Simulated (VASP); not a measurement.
**La5Ge3: structure and properties in VASP**

Aim: relax La5Ge3, then compute properties on the relaxed cell. The steps: relaxing cell and atoms (PBEsol), second relaxation, single point with fields (PBEsol), bands along the symmetry lines (PBEsol), total and projected DOS (PBEsol), optical spectrum (PBEsol), volume scan with PBEsol and fit for PBEsol. Left out of this account: 1 further run (relaxation: it shows nothing beyond the runs told). The start is a computed cell from the Materials Project.

Main program and level: VASP 6.6.1; PBEsol; plane waves and PAW (La, Ge_d).

### 1. Starting point

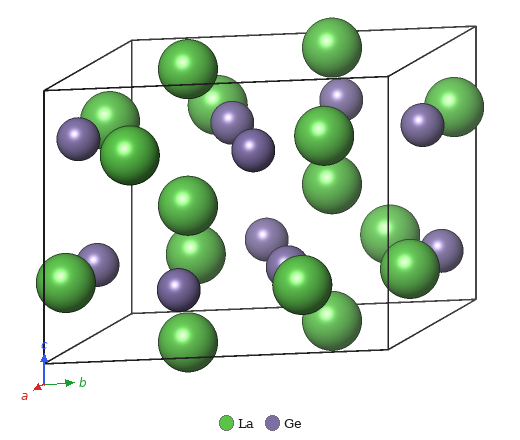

The starting structure, seen slightly off an axis (lanthanum green, germanium purple). Some periodic images of atoms are drawn too.

### 2. Relaxing cell and atoms (PBEsol)

Properties are meant for the cell that this level of theory prefers, so cell and atoms are relaxed first (ISIF = 3) until forces and stress are small; EDIFFG sets the threshold. PBEsol restores the gradient expansion of exchange and is tuned for the cells of solids.

Input file INCAR:

```
SYSTEM = La5Ge3
PREC = Accurate
ENCUT = 410
EDIFF = 1E-06
NELM = 100
ISMEAR = 1
SIGMA = 0.2
LREAL = .FALSE.
ALGO = Normal
GGA = PS
NBANDS = 120
LASPH = .TRUE.
LORBIT = 11
LWAVE = .FALSE.
LCHARG = .FALSE.
KPAR = 4
NCORE = 2
IBRION = 2
NSW = 60
ISIF = 3
EDIFFG = -0.01
```

Input file POSCAR:

```
La5Ge3
1.0
    9.0162770756      0.0000000000      0.0000000000
   -4.5081385378      7.8083249951      0.0000000000
    0.0000000000      0.0000000000      6.9632608603
La Ge
10 6
Direct
    0.6666666700      0.3333333300      0.0000000000
    0.3333333300      0.6666666700      0.0000000000
    0.3333333300      0.6666666700      0.5000000000
    0.6666666700      0.3333333300      0.5000000000
    0.7505812700      0.7505812700      0.7500000000
    0.2494187300      0.0000000000      0.7500000000
    0.0000000000      0.2494187300      0.7500000000
    0.2494187300      0.2494187300      0.2500000000
    0.7505812700      0.0000000000      0.2500000000
    0.0000000000      0.7505812700      0.2500000000
    0.3917622300      0.3917622300      0.7500000000
    0.6082377700      0.0000000000      0.7500000000
    0.0000000000      0.6082377700      0.7500000000
    0.6082377700      0.6082377700      0.2500000000
    0.3917622300      0.0000000000      0.2500000000
    0.0000000000      0.3917622300      0.2500000000
```

Input file KPOINTS:

```
Automatic mesh
0
Gamma
3 3 4
0 0 0
```

Potentials, in the order of the species: La and Ge_d (PBE family, release 64).

Launch:

```bash
mpirun -np 8 vasp_std
```

Log:

```text
[banner, memory and clock lines left out]
running    8 mpi-ranks, on    1 nodes
 distrk:  each k-point on    2 cores,    4 groups
 distr:  one band on    2 cores,    1 groups

 POSCAR found type information on POSCAR LaGe
 POSCAR found :  2 types and      16 ions
|                                                                             |
|               ----> ADVICE to this user running VASP <----                  |
|                                                                             |
|     You enforced a specific xc type in the INCAR file but a different       |
|     [... a line on the potential file left out ...]
|     I HOPE YOU KNOW WHAT YOU ARE DOING!                                     |
|                                                                             |

 LDA part: xc-table for (Slater+PW92), standard interpolation
 POSCAR, INCAR and KPOINTS ok, starting setup
 FFT: planning ... GRIDC
 FFT: planning ... GRID_SOFT
 FFT: planning ... GRID
 WAVECAR not read
 entering main loop
       N       E                     dE             d eps       ncg     rms          rms(c)
DAV:   1     0.272082247128E+04    0.27208E+04   -0.60958E+04  2264   0.253E+03
DAV:   2     0.101419910840E+04   -0.17066E+04   -0.15983E+04  2552   0.669E+02
DAV:   3     0.102791714690E+03   -0.91141E+03   -0.89572E+03  3312   0.344E+02
DAV:   4    -0.737949791151E+02   -0.17659E+03   -0.17179E+03  3632   0.172E+02
DAV:   5    -0.917008211409E+02   -0.17906E+02   -0.17378E+02  4048   0.640E+01    0.115E+01
DAV:   6    -0.931371389692E+02   -0.14363E+01   -0.46842E+01  4304   0.252E+01    0.572E+00
DAV:   7    -0.936702057480E+02   -0.53307E+00   -0.13042E+01  4312   0.152E+01    0.317E+00
DAV:   8    -0.939076311834E+02   -0.23743E+00   -0.35960E+00  4048   0.782E+00    0.111E+00
DAV:   9    -0.939689867081E+02   -0.61356E-01   -0.95218E-01  4320   0.414E+00    0.717E-01
DAV:  10    -0.939962616076E+02   -0.27275E-01   -0.30184E-01  4320   0.203E+00    0.483E-01
DAV:  11    -0.940094051986E+02   -0.13144E-01   -0.12169E-01  4320   0.123E+00    0.252E-01
DAV:  12    -0.940156637635E+02   -0.62586E-02   -0.51745E-02  4320   0.730E-01    0.156E-01
DAV:  13    -0.940196446945E+02   -0.39809E-02   -0.34069E-02  4160   0.536E-01    0.672E-02
DAV:  14    -0.940207093967E+02   -0.10647E-02   -0.11312E-02  4304   0.379E-01    0.507E-02
DAV:  15    -0.940214246354E+02   -0.71524E-03   -0.71267E-03  4088   0.234E-01    0.191E-02
DAV:  16    -0.940216866173E+02   -0.26198E-03   -0.31096E-03  4160   0.177E-01    0.157E-02
DAV:  17    -0.940217356869E+02   -0.49070E-04   -0.82052E-04  3184   0.109E-01    0.343E-02
DAV:  18    -0.940218026750E+02   -0.66988E-04   -0.43732E-04  3224   0.571E-02    0.138E-02
DAV:  19    -0.940218147968E+02   -0.12122E-04   -0.12465E-04  2904   0.423E-02    0.175E-02
DAV:  20    -0.940218335907E+02   -0.18794E-04   -0.12013E-04  3328   0.287E-02    0.512E-03
DAV:  21    -0.940218394022E+02   -0.58115E-05   -0.95103E-05  3448   0.290E-02    0.987E-03
DAV:  22    -0.940218399907E+02   -0.58854E-06   -0.28349E-05  2992   0.227E-02    0.367E-03
DAV:  23    -0.940218419904E+02   -0.19997E-05   -0.10645E-05  2576   0.125E-02    0.445E-03
DAV:  24    -0.940218418213E+02    0.16909E-06   -0.25739E-06  1928   0.106E-02
   1 F= -.94021842E+02 E0= -.94006820E+02  d E =-.940218E+02
 curvature:   0.00 expect dE= 0.000E+00 dE for cont linesearch  0.000E+00
 trial: gam= 0.00000 g(F)=  0.197E-02 g(S)=  0.549E+00 ort = 0.000E+00 (trialstep = 0.100E+01)
 search vector abs. value=  0.551E+00
 bond charge predicted
       N       E                     dE             d eps       ncg     rms          rms(c)
DAV:   1    -0.101517187530E+03   -0.74953E+01   -0.16541E+02  2728   0.662E+01    0.152E+01
DAV:   2    -0.961921790767E+02    0.53250E+01   -0.17503E+01  3392   0.300E+01    0.796E+00
DAV:   3    -0.942565063931E+02    0.19357E+01   -0.81304E+00  3216   0.141E+01    0.199E+00
DAV:   4    -0.942105827388E+02    0.45924E-01   -0.59530E-01  3672   0.386E+00    0.140E+00
DAV:   5    -0.941787725911E+02    0.31810E-01   -0.16515E-01  3984   0.173E+00    0.899E-01
DAV:   6    -0.941716838939E+02    0.70887E-02   -0.50222E-02  3640   0.115E+00    0.335E-01
DAV:   7    -0.941720978798E+02   -0.41399E-03   -0.15149E-02  3728   0.514E-01    0.129E-01
DAV:   8    -0.941723198394E+02   -0.22196E-03   -0.40671E-03  3864   0.291E-01    0.919E-02
DAV:   9    -0.941725921790E+02   -0.27234E-03   -0.13721E-03  4296   0.143E-01    0.661E-02
DAV:  10    -0.941728127743E+02   -0.22060E-03   -0.19999E-03  3768   0.130E-01    0.205E-02
DAV:  11    -0.941728341889E+02   -0.21415E-04   -0.33959E-04  3888   0.885E-02    0.222E-02
DAV:  12    -0.941728747404E+02   -0.40552E-04   -0.35384E-04  3408   0.515E-02    0.606E-03
DAV:  13    -0.941728832342E+02   -0.84938E-05   -0.99928E-05  3472   0.376E-02    0.513E-03
DAV:  14    -0.941728852882E+02   -0.20540E-05   -0.18600E-05  2480   0.164E-02    0.322E-03
DAV:  15    -0.941728858140E+02   -0.52583E-06   -0.56248E-06  1776   0.107E-02
   2 F= -.94172886E+02 E0= -.94153501E+02  d E =-.151044E+00
[... from here on, the cycles between the ionic steps are left out ...]
   3 F= -.94214943E+02 E0= -.94196499E+02  d E =-.193101E+00
   4 F= -.94228725E+02 E0= -.94211086E+02  d E =-.137825E-01
   5 F= -.94233792E+02 E0= -.94216374E+02  d E =-.188497E-01
   6 F= -.94233853E+02 E0= -.94216459E+02  d E =-.189102E-01
   7 F= -.94235257E+02 E0= -.94218094E+02  d E =-.140437E-02
   8 F= -.94238687E+02 E0= -.94222117E+02  d E =-.483377E-02
   9 F= -.94241682E+02 E0= -.94225800E+02  d E =-.782943E-02
  10 F= -.94241706E+02 E0= -.94225848E+02  d E =-.785307E-02
  11 F= -.94241717E+02 E0= -.94225672E+02  d E =-.109092E-04
 trial-energy change:   -0.000011  1 .order   -0.000022   -0.000264    0.000220
 step:   1.6955(harm=  1.8090)  dis= 0.00120  next Energy=   -94.241772 (dE=-0.659E-04)
 bond charge predicted
       N       E                     dE             d eps       ncg     rms          rms(c)
DAV:   1    -0.942420308557E+02   -0.31490E-03   -0.32907E-02  2912   0.822E-01    0.166E-01
DAV:   2    -0.942419150507E+02    0.11581E-03   -0.73600E-03  3888   0.529E-01    0.675E-02
DAV:   3    -0.942418077624E+02    0.10729E-03   -0.63107E-04  3976   0.179E-01    0.318E-02
DAV:   4    -0.942417844150E+02    0.23347E-04   -0.97469E-05  3864   0.524E-02    0.152E-02
DAV:   5    -0.942417776293E+02    0.67857E-05   -0.21392E-05  3392   0.219E-02    0.796E-03
DAV:   6    -0.942417755863E+02    0.20430E-05   -0.78749E-06  2968   0.140E-02    0.400E-03
DAV:   7    -0.942417743520E+02    0.12343E-05   -0.10191E-06  1544   0.999E-03    0.111E-03
DAV:   8    -0.942417741112E+02    0.24086E-06   -0.55222E-07  1272   0.741E-03
  12 F= -.94241774E+02 E0= -.94225819E+02  d E =-.682783E-04
 curvature:  -1.01 expect dE=-0.925E-04 dE for cont linesearch -0.157E-06
 trial: gam= 1.12555 g(F)=  0.252E-04 g(S)=  0.667E-04 ort = 0.373E-05 (trialstep = 0.125E+01)
 search vector abs. value=  0.213E-03
 reached required accuracy - stopping structural energy minimisation
```

Elapsed: 27 min, on 8 MPI ranks of AMD EPYC 7R43, shared host; peak memory 3.4 GiB.

Lines that name or quote the potential files are left out of all logs, and their timing lines are given in words.

From OUTCAR (step 2):

```text
ion  position               nearest neighbor table
   1  0.667  0.333  0.000-  16 3.28  12 3.28  13 3.28  15 3.28  11 3.28  14 3.28   4 3.48   4 3.48

  LATTYP: Found a hexagonal cell.
 ALAT       =     9.0162770756
 C/A-ratio  =     0.7722988992

 Subroutine GETGRP returns: Found 24 space group operations
 (whereof 12 operations were pure point group operations)

The static configuration has the point symmetry D_3d.
 The point group associated with its full space group is D_6h.

 Found      9 irreducible k-points:

   k-points           NKPTS =      9   k-points in BZ     NKDIM =      9   number of bands    NBANDS=    120

   dimension x,y,z NGX =    60 NGY =   60 NGZ =   48
   dimension x,y,z NGXF=   120 NGYF=  120 NGZF=   96

   ENCUT  =  410.0 eV  30.13 Ry    5.49 a.u.  14.89 14.89 11.50*2*pi/ulx,y,z

   NELECT =     194.0000    total number of electrons

 k-points in reciprocal lattice and weights: Automatic mesh
   0.00000000  0.00000000  0.00000000       0.028
   0.33333333  0.00000000  0.00000000       0.167
   0.33333333  0.33333333  0.00000000       0.056
   0.00000000  0.00000000  0.25000000       0.056
   0.33333333  0.00000000  0.25000000       0.333
   0.33333333  0.33333333  0.25000000       0.111
   0.00000000  0.00000000  0.50000000       0.028
   0.33333333  0.00000000  0.50000000       0.167
   0.33333333  0.33333333  0.50000000       0.056

 average (electrostatic) potential at core
       1 -96.1693       2 -96.1693       3 -96.1693       4 -96.1693       5 -96.4069
       6 -96.4070       7 -96.4070       8 -96.4069       9 -96.4070      10 -96.4070
      11 -70.1485      12 -70.1485      13 -70.1485      14 -70.1485      15 -70.1485
      16 -70.1485

 E-fermi :   7.6046

 k-point     1 :       0.0000    0.0000    0.0000
  band No.  band energies     occupation
    ...
     97       7.4690      1.90371
     98       7.4690      1.90371
     99       7.6178      0.88801
    100       7.6178      0.88800
    101       7.6611      0.54191
    102       7.8760     -0.06641
    103       7.9467     -0.03615
    104       8.5082     -0.00000
    105       8.7829     -0.00000
    106       8.7829     -0.00000
    ...

 k-point     2 :       0.3333    0.0000    0.0000
  band No.  band energies     occupation
    ...
     94       7.1383      2.00476
     95       7.1452      2.00547
     96       7.4103      2.04379
     97       7.5285      1.59496
     98       7.6065      0.98360
     99       7.6669      0.49966
    100       7.6887      0.35283
    101       7.7306      0.13363
    102       7.9202     -0.04816
    103       8.2880     -0.00002
    ...

 k-point     3 :       0.3333    0.3333    0.0000
  band No.  band energies     occupation
    ...
     94       7.2506      2.03123
     95       7.2506      2.03124
     96       7.4762      1.87589
     97       7.5766      1.23395
     98       7.6467      0.65232
     99       7.7204      0.17925
    100       7.8500     -0.07091
    101       7.8500     -0.07091
    102       7.8598     -0.07015
    103       8.3690     -0.00000
    ...

  Total        0.0936182      0.0936182      0.0678030     -0.0000000      0.0000000     -0.0000000
  in kB        0.3230464      0.3230464      0.2339664     -0.0000000      0.0000000     -0.0000000
  external PRESSURE =       0.2933531 kB  Pullay stress =       0.0000000 kB

  energy-cutoff  :      410.00
  volume of cell :      464.31
      direct lattice vectors                 reciprocal lattice vectors
     8.933780392 -0.000000000  0.000000000     0.111934697  0.064625527  0.000000000
    -4.466890196  7.736880771 -0.000000000     0.000000000  0.129251055  0.000000000
     0.000000000 -0.000000000  6.717453731    -0.000000000  0.000000000  0.148865930

 POSITION                                       TOTAL-FORCE (eV/Angst)
 -----------------------------------------------------------------------------------
      4.46689      2.57896      0.00000         0.000000     -0.000000     -0.000000
     -0.00000      5.15792     -0.00000         0.000000     -0.000000     -0.000000
     -0.00000      5.15792      3.35873         0.000000     -0.000000     -0.000000
      4.46689      2.57896      3.35873         0.000000     -0.000000     -0.000000
      3.33582      5.77781      5.03809        -0.003772     -0.006534     -0.000000
      2.26214     -0.00000      5.03809         0.007545     -0.000000      0.000000
     -1.13107      1.95907      5.03809        -0.003772      0.006534     -0.000000
      1.13107      1.95907      1.67936         0.003772      0.006534      0.000000
      6.67165     -0.00000      1.67936        -0.007545     -0.000000     -0.000000
     -3.33582      5.77781      1.67936         0.003772     -0.006534      0.000000
      1.73814      3.01055      5.03809         0.002748      0.004759      0.000000
      5.45750     -0.00000      5.03809        -0.005495     -0.000000     -0.000000
     -2.72875      4.72633      5.03809         0.002748     -0.004759      0.000000
      2.72875      4.72633      1.67936        -0.002748     -0.004759     -0.000000
      3.47628     -0.00000      1.67936         0.005495     -0.000000      0.000000
     -1.73814      3.01055      1.67936        -0.002748      0.004759     -0.000000
 -----------------------------------------------------------------------------------
    total drift:                                0.000000      0.000000     -0.000000

  FREE ENERGIE OF THE ION-ELECTRON SYSTEM (eV)
  ---------------------------------------------------
  free  energy   TOTEN  =       -94.2417741112 eV

  energy  without entropy=      -94.1939097740  energy(sigma->0) =      -94.22581933

 reached required accuracy - stopping structural energy minimisation

 total charge
# of ion       s       p       d       f       tot
--------------------------------------------------
    1        2.062   5.596   0.819   0.136   8.613
    2        2.062   5.596   0.819   0.136   8.613
    3        2.062   5.596   0.819   0.136   8.613
    4        2.062   5.596   0.819   0.136   8.613
    5        2.058   5.604   0.770   0.100   8.533
    6        2.058   5.604   0.770   0.100   8.533
    7        2.058   5.604   0.770   0.100   8.533
    8        2.058   5.604   0.770   0.100   8.533
    9        2.058   5.604   0.770   0.100   8.533
   10        2.058   5.604   0.770   0.100   8.533
   11        1.146   1.245   9.975   0.000  12.366
   12        1.146   1.245   9.975   0.000  12.366
   13        1.146   1.245   9.975   0.000  12.366
   14        1.146   1.245   9.975   0.000  12.366
   15        1.146   1.245   9.975   0.000  12.366
   16        1.146   1.245   9.975   0.000  12.366
--------------------------------------------------
tot         27.473  63.479  67.741   1.149 159.842

[... 3 further parts left out ...]
```

The k-mesh is coarse for a metal. The PAW data sets were made with PBE, which is usual practice but a small mismatch for other functionals. The run keeps the 24 symmetry operations of its start, so it cannot find a distortion of lower symmetry.

The steps of the relaxation:

| step | energy less that of the first step (eV) | largest force (eV/Å) | pressure (GPa) | volume (Å³) |
| --- | --- | --- | --- | --- |
| 1 | 0.0000 | 0.0816 | -2.55 | 490.23 |
| 2 | -0.1510 | 0.0739 | 1.34 | 456.48 |
| 3 | -0.1931 | 0.0563 | 0.01 | 466.84 |
| 4 | -0.2069 | 0.0463 | 0.00 | 465.89 |
| 5 | -0.2119 | 0.0602 | 0.00 | 464.70 |
| 6 | -0.2120 | 0.0545 | 0.00 | 464.80 |
| 7 | -0.2134 | 0.0486 | 0.00 | 464.79 |
| 8 | -0.2168 | 0.0312 | -0.01 | 464.75 |
| 9 | -0.2198 | 0.0120 | -0.02 | 464.65 |
| 10 | -0.2199 | 0.0111 | -0.02 | 464.64 |
| 11 | -0.2199 | 0.0011 | 0.06 | 463.99 |
| 12 | -0.2199 | 0.0075 | 0.03 | 464.31 |

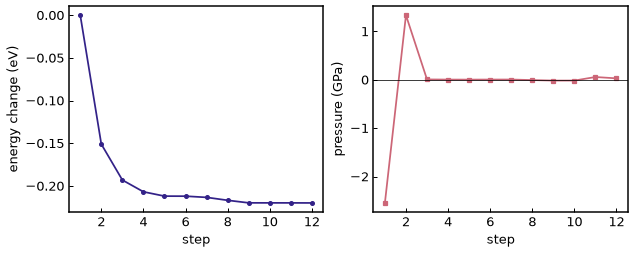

Energy and pressure along the relaxation.

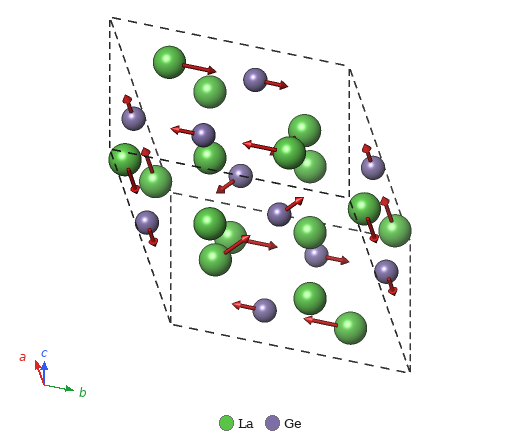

Displacements in the relaxation, exaggerated, measured against the changing cell; the longest in the cell stands for 0.03 Å. Some periodic images of atoms are drawn too.

| conventional cell, symmetrised | before | after | change |
| --- | --- | --- | --- |
| a (Å) | 9.016 | 8.934 | -0.9 % |
| b (Å) | 9.016 | 8.934 | -0.9 % |
| c (Å) | 6.963 | 6.717 | -3.5 % |
| volume (Å³/atom) | 30.64 | 29.02 | -5.3 % |

The atoms that moved most (Å, as changes of fractional coordinates times the final cell):

| atom | dx | dy | dz | length |
| --- | --- | --- | --- | --- |
| La7 | -0.017 | 0.029 | 0.000 | 0.034 |
| La10 | 0.017 | -0.029 | 0.000 | 0.034 |
| La6 | 0.034 | 0.000 | 0.000 | 0.034 |
| La9 | -0.034 | 0.000 | 0.000 | 0.034 |
| La8 | 0.017 | 0.029 | 0.000 | 0.034 |
| La5 | -0.017 | -0.029 | 0.000 | 0.034 |
| Ge16 | 0.012 | -0.020 | 0.000 | 0.024 |
| Ge13 | -0.012 | 0.020 | 0.000 | 0.024 |

Final coordinates:

```xyz
16
Lattice="8.9338 0.0000 0.0000 -4.4669 7.7369 0.0000 0.0000 0.0000 6.7175" Properties=species:S:1:pos:R:3 pbc="T T T"
La    4.4669    2.5790    0.0000
La    0.0000    5.1579    0.0000
La    0.0000    5.1579    3.3587
La    4.4669    2.5790    3.3587
La    3.3358    5.7778    5.0381
La    2.2621    0.0000    5.0381
La   -1.1311    1.9591    5.0381
La    1.1311    1.9591    1.6794
La    6.6716    0.0000    1.6794
La   -3.3358    5.7778    1.6794
Ge    1.7381    3.0105    5.0381
Ge    5.4575    0.0000    5.0381
Ge   -2.7288    4.7263    5.0381
Ge    2.7288    4.7263    1.6794
Ge    3.4763    0.0000    1.6794
Ge   -1.7381    3.0105    1.6794
```

This step gave:

* electrons: 194
* bands: 120
* irreducible k-points: 9
* symmetry operations: 24
* free energy (TOTEN): -94.2418 eV
* energy at zero smearing: -94.2258 eV
* Fermi energy: 7.605 eV
* pressure: 0.02934 GPa
* metallic: yes
* SCF cycles over all ionic steps: 121

It ends with a largest force of 0.008 eV/Å and a pressure of 0.03 GPa.

[end of part 1 of 6]

[Lines on the potential files, build, host, timing and source positions are cut from VASP's logs without a mark.]

[Logs are printed without paths, hosts, clocks, repeated set-up lines and the standing remarks that a program may print on its own settings, such as how far it seeks lower states.]

[Hosts, paths, dates, database ids (printed as entryN), source tags and the programs' standing remarks are cut or masked in the printed files.]

[A measured line is paired with the nearest computed mode of its activity, which favours agreement.]

[In band tables of VASP the shares of atoms and orbitals are scaled to a sum of 1 inside the atoms' spheres.]
